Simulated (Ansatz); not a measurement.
**Errors in the atomisation enthalpy at 298 K**

10 molecules with two or more fluorines; the atomisation enthalpy at 298 K in kJ/mol, computed less measured. Shapes, held fixed at every level: PBE0-D4/def2-TZVP. Flexible molecules stand in one conformer, not always the lowest. Thermal terms are harmonic and unscaled (PBE0-D4/def2-TZVP); the spin-orbit lowering of the free atoms is taken from their spectra. Programs: Ansatz 0.2.0. Measured values: Active Thermochemical Tables, CRC Handbook of Chemistry and Physics, NIST-JANAF tables.

Levels: A = PBE0-D4/def2-TZVPP; B = r2SCAN0-D4/def2-TZVPP; C = MP2/def2-TZVPP.

| molecule | from tabulated heats | A | B | C |
| --- | --- | --- | --- | --- |
| AlClF2 (SMILES [F][Al]([F])[Cl]) | 1609 | -43 | -47 | +50 |
| AsF3 (arsenic trifluoride) | 1326 | -10 | -60 | +41 |
| BHF2 (SMILES FBF) | 1681 | -10 | -31 | +34 |
| BF3 (SMILES FB(F)F) | 1944 | -14 | -47 | +61 |
| CClF3 (SMILES FC(F)(F)Cl) | 1787 | +18 | -56 | +50 |
| PF5 (SMILES FP(F)(F)(F)F) | 2308 | -61 | -107 | +45 |
| C2Cl4F2 (1,1,1,2-tetrachloro-2,2-difluoroethane) | 2568 | +96 | -22 | +113 |
| C2HF5 (SMILES FC(F)C(F)(F)F) | 3149 | +33 | -79 | +80 |
| C2H3F3O (2,2,2-trifluoroethanol) | 3463 | +8 | -90 | +29 |
| C3H4F4O (2,2,3,3-tetrafluoro-1-propanol) | 4651 | +32 | -102 | +49 |

Sum up the errors.


```csv
level,kind,mean error,mean absolute error,worst case
PBE0-D4/def2-TZVPP,global hybrid,+4.9,32.5,C2Cl4F2
r2SCAN0-D4/def2-TZVPP,global hybrid,-64.1,64.1,PF5
MP2/def2-TZVPP,perturbation theory,+55.2,55.2,C2Cl4F2
```

On this set PBE0-D4/def2-TZVPP has the smallest mean absolute error and r2SCAN0-D4/def2-TZVPP the largest. r2SCAN0-D4/def2-TZVPP is too low in 10 of 10; MP2/def2-TZVPP is too high in 10 of 10. The heats of AlClF2, PF5, C2HF5, C2H3F3O, C3H4F4O come from older tables and can be uncertain by 10 kJ/mol or more. The tabulated values of AsF3, BHF2, BF3, C2Cl4F2 are in doubt (older tables, estimates, or at odds with other calculations) and kept here. Over the 6 molecules whose values aren't doubted the mean absolute errors are A 32.5; B 80.2; C 50.5. Correlated wave functions converge slowly with the basis. Relativity is left out for As. Outer-core shells of As are correlated, in sets that cover them unevenly. The set is small.

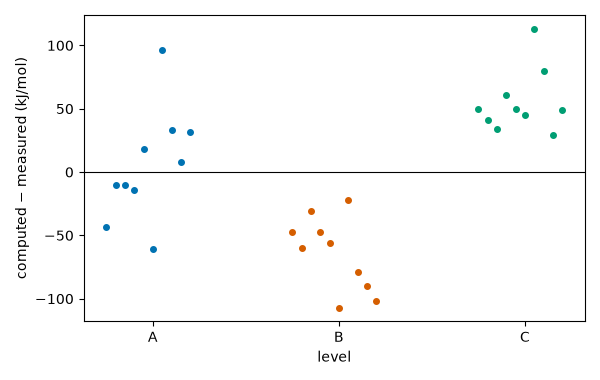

Errors of each level, one point a molecule.
